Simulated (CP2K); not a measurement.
# IPEA1-xTB run of C3H4FO− (SMILES [O-]C/C=C/F)

What is the vertical ionisation energy of C3H4FO− at IPEA1-xTB? 

Program for the calculation: CP2K 2026.2.

3 further runs of the same task are left out: 3 set aside as unsound or not needed.

## (1) Starting point

The species is C3H4FO− (9 atoms), meant as a singlet with charge -1. SMILES: `[O-]C/C=C/F`. The shape is that of a GFN2-xTB optimisation. This is one conformer, not always the lowest.

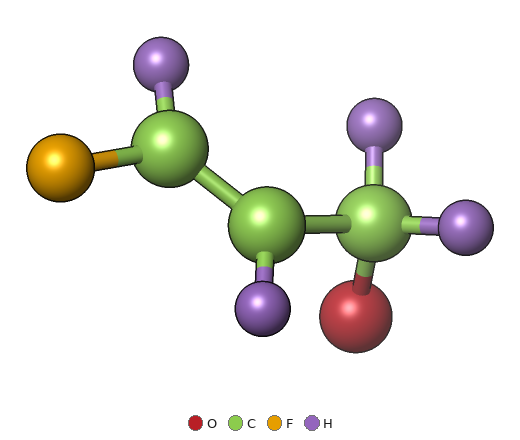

The structure, seen from a chosen angle (oxygen red, carbon green, fluorine amber, hydrogen purple).

## (2) Energy and gradient at IPEA1-xTB

run.inp

```
&FORCE_EVAL
   METHOD QUICKSTEP
   &DFT
      CHARGE -1
      MULTIPLICITY 1
      &QS
         METHOD XTB
         EPS_DEFAULT 1.0E-10
         &XTB
            GFN_TYPE TBLITE
            &TBLITE
               METHOD IPEA1
            &END TBLITE
            CHECK_ATOMIC_CHARGES F
         &END XTB
      &END QS
      &POISSON
         PERIODIC NONE
         POISSON_SOLVER ANALYTIC
      &END POISSON
      # self-consistent field
      &SCF
         SCF_GUESS ATOMIC
         EPS_SCF 1.0E-06
         MAX_SCF 150
         ADDED_MOS 4
         &DIAGONALIZATION
            ALGORITHM STANDARD
         &END DIAGONALIZATION
         &MIXING
            METHOD DIRECT_P_MIXING
            ALPHA 0.4
         &END MIXING
      &END SCF
      # extra output
      &PRINT
         &MOMENTS
            PERIODIC F
            REFERENCE COM
            MAX_MOMENT 1
         &END MOMENTS
         &MO ON
            ENERGIES T
            OCCUPATION_NUMBERS T
            NDIGITS 6
            &EACH
               QS_SCF 0
            &END EACH
            ADD_LAST NUMERIC
         &END MO
         &HIRSHFELD OFF
         &END HIRSHFELD
      &END PRINT
   &END DFT
   &SUBSYS
      # box in angstrom
      &CELL
         ABC [angstrom] 12.8 13.5 13.1
         PERIODIC NONE
      &END CELL
      &COORD
         O     -0.384290     1.698610     1.059260
         C      0.515270     0.810480     0.713630
         C      0.005730     0.089980    -0.534550
         C     -0.533300    -1.112680    -0.512570
         F     -1.253470    -1.643950    -1.576750
         H      1.542100     1.243340     0.454920
         H      0.736610     0.012990     1.496920
         H     -0.126860     0.719820    -1.404130
         H     -0.501800    -1.818590     0.303270
      &END COORD
      &TOPOLOGY
         &CENTER_COORDINATES
         &END CENTER_COORDINATES
      &END TOPOLOGY
   &END SUBSYS
   &PRINT
      &FORCES ON
      &END FORCES
   &END PRINT
&END FORCE_EVAL

&GLOBAL
   PROJECT_NAME run
   RUN_TYPE ENERGY_FORCE
   PRINT_LEVEL MEDIUM
&END GLOBAL
```

On the command line:

```sh
$ OMP_NUM_THREADS=1 cp2k.psmp run.inp > run.out
```

The program printed:

```text
CP2K| version string:                                       CP2K version 2026.2
[...]
 GLOBAL| Method name                                                        CP2K
[...]
 GLOBAL| Run type                                                   ENERGY_FORCE
[...]
                             - Atoms:                                          9
[...]
                             - Spherical basis functions:                     33
[...]
 Number of electrons:                                                         30
[...]
  *** SCF run converged in    20 steps ***
[...]
  Fermi energy:                                                -0.10474127685724
[...]
 TB_DIPOLE| Moment [Debye]         -0.06048765      -3.93141872      -2.57225780
 TB_DIPOLE| Derivative [a.u.]       0.00000000       0.00000000       0.00000000
[...]
 ENERGY| Total FORCE_EVAL ( QS ) energy [hartree]            -19.741107781634042
 FORCES| Atomic forces [hartree/bohr]
 FORCES|   Atom     x               y               z               |f|
 FORCES|      1 -9.18620876E-03  9.47191927E-03  4.30912383E-03   1.38806424E-02
 FORCES|      2  1.10870768E-02 -5.33339930E-03 -2.30681885E-04   1.23053498E-02
 FORCES|      3 -3.35572065E-03 -1.70850569E-04 -4.66999818E-03   5.75316730E-03
 FORCES|      4 -2.54352870E-03 -4.57609175E-03  4.04234229E-04   5.25105316E-03
 FORCES|      5  4.37405871E-03  1.80893015E-03  3.43724259E-03   5.84972260E-03
 FORCES|      6 -2.68744787E-03 -4.88620739E-03  1.95788257E-03   5.91022020E-03
 FORCES|      7  2.11772509E-03  2.37435083E-03 -3.84520858E-03   4.99078456E-03
 FORCES|      8  1.22653885E-03  2.20398317E-03 -6.68321509E-04   2.60932808E-03
 FORCES|      9 -1.03249347E-03 -8.92634418E-04 -6.94273070E-04   1.53129163E-03
 FORCES| Sum    -6.87384177E-17  4.99925622E-16 -3.61689845E-16
 FORCES| Total atomic force                                       6.20862417E-16
[...]
```

It took 1.4 s on 1 thread of Intel Xeon Platinum 8175M at 2.50GHz (Skylake/Cascade Lake), shared host; peak memory 0.19 GiB.

## (3) Doublet neutral C3H4FO, same level

calc.inp

```
&GLOBAL
    PROJECT_NAME calc
    RUN_TYPE ENERGY_FORCE
    PRINT_LEVEL MEDIUM
&END

&FORCE_EVAL
    METHOD Quickstep
    &DFT
        MULTIPLICITY 2
        SPIN_POLARIZED T
        &QS
            METHOD XTB
            EPS_DEFAULT 1.0E-10
            &XTB
                GFN_TYPE TBLITE
                &TBLITE
                    METHOD IPEA1
                &END
                CHECK_ATOMIC_CHARGES F
            &END
        &END
        &POISSON
            PERIODIC NONE
            POISSON_SOLVER ANALYTIC
        &END
        &SCF
            SCF_GUESS ATOMIC
            EPS_SCF 1.0E-06
            MAX_SCF 150
            ADDED_MOS 8
            &DIAGONALIZATION
                ALGORITHM STANDARD
            &END
            &MIXING
                METHOD DIRECT_P_MIXING
                ALPHA 0.4
            &END
            &SMEAR ON
                METHOD FERMI_DIRAC
                ELECTRONIC_TEMPERATURE [K] 300
            &END
        &END
        &PRINT
            &MOMENTS
                PERIODIC F
                REFERENCE COM
                MAX_MOMENT 1
            &END
            &MO ON
                ENERGIES T
                OCCUPATION_NUMBERS T
                NDIGITS 6
                &EACH
                    QS_SCF 0
                &END
                ADD_LAST NUMERIC
            &END
            &HIRSHFELD OFF
            &END
        &END
    &END
    &SUBSYS
        &CELL
            ABC 12.8 13.5 13.1
            PERIODIC NONE
        &END
        &COORD
            O     -0.384290     1.698610     1.059260
            C      0.515270     0.810480     0.713630
            C      0.005730     0.089980    -0.534550
            C     -0.533300    -1.112680    -0.512570
            F     -1.253470    -1.643950    -1.576750
            H      1.542100     1.243340     0.454920
            H      0.736610     0.012990     1.496920
            H     -0.126860     0.719820    -1.404130
            H     -0.501800    -1.818590     0.303270
        &END
        &TOPOLOGY
            &CENTER_COORDINATES
            &END
        &END
    &END
    &PRINT
        &FORCES ON
        &END
    &END
&END
```

On the command line:

```sh
$ OMP_NUM_THREADS=1 cp2k.psmp -i calc.inp > calc.out 2>&1
```

The program printed:

```text
CP2K| version string:                                       CP2K version 2026.2
[...]
 GLOBAL| Method name                                                        CP2K
[...]
 GLOBAL| Run type                                                   ENERGY_FORCE
[...]
                             - Atoms:                                          9
[...]
                             - Spherical basis functions:                     33
[...]
 Number of electrons:                                                         15
[...]
  *** SCF run converged in    38 steps ***
[...]
  Fermi energy:                                                -0.42875028881485
[...]
 TB_DIPOLE| Moment [Debye]          2.31319111      -0.98074735       0.53179366
 TB_DIPOLE| Derivative [a.u.]       0.00000000       0.00000000       0.00000000
[...]
 ENERGY| Total FORCE_EVAL ( QS ) energy [hartree]            -19.444503178373960
 FORCES| Atomic forces [hartree/bohr]
 FORCES|   Atom     x               y               z               |f|
 FORCES|      1  5.39017513E-03  2.25946189E-03  7.84560907E-03   9.78328870E-03
 FORCES|      2  2.04189461E-02 -2.16966778E-02 -1.59870909E-02   3.38122206E-02
 FORCES|      3 -9.28144066E-03  7.25714170E-03 -4.30183740E-03   1.25426094E-02
 FORCES|      4 -1.96626808E-02 -2.04105513E-02 -1.36343161E-02   3.14500587E-02
 FORCES|      5  2.57131269E-02  1.65017050E-02  2.39713440E-02   3.88342181E-02
 FORCES|      6 -1.96529792E-02 -5.46375419E-03  1.11448127E-02   2.32443337E-02
 FORCES|      7 -4.22727963E-03  1.93451104E-02 -9.95602254E-03   2.21636092E-02
 FORCES|      8  2.42224959E-03  2.28506645E-03  1.14627866E-03   3.52175759E-03
 FORCES|      9 -1.12011748E-03 -7.75021045E-05 -2.28777427E-04   1.14586598E-03
 FORCES| Sum    -3.84674931E-16 -7.06086665E-18  2.64680855E-16
 FORCES| Total atomic force                                       4.66991021E-16
[...]
```

Run time: 1.6 s. Hardware: 1 thread of Intel Xeon Platinum 8175M at 2.50GHz (Skylake/Cascade Lake), shared host; peak memory 0.19 GiB.

## (4) What came out

At IPEA1-xTB:

| quantity | value |
| --- | --- |
| singlet C3H4FO−: total energy | -19.74111 Eh |
| singlet C3H4FO−: HOMO energy | -4.29 eV |
| singlet C3H4FO−: LUMO energy | -1.95 eV |
| singlet C3H4FO−: HOMO–LUMO gap | 2.33 eV |
| singlet C3H4FO−: largest force on an atom | 0.714 eV/Å |
| doublet neutral C3H4FO: total energy | -19.44450 Eh |
| doublet neutral C3H4FO: dipole moment (from atomic charges alone) | 2.57 D |
| doublet neutral C3H4FO: HOMO energy (highest over α and β) | -11.69 eV |
| doublet neutral C3H4FO: LUMO energy (lowest over α and β) | -11.65 eV |
| doublet neutral C3H4FO: largest force on an atom | 1.997 eV/Å |
| vertical detachment energy (to the doublet neutral) | 8.071 eV |

**Reading.** The vertical ionisation energy comes to 8.07 eV (779 kJ/mol). The largest force (singlet C3H4FO−) is 0.71 eV/Å: the shape isn't a stationary point for this species at this level. No empirical shift is applied, and without it xTB methods put this difference several eV too high. The dipole (doublet neutral C3H4FO) comes from point charges on the atoms alone, without atomic dipoles, so it is partial.
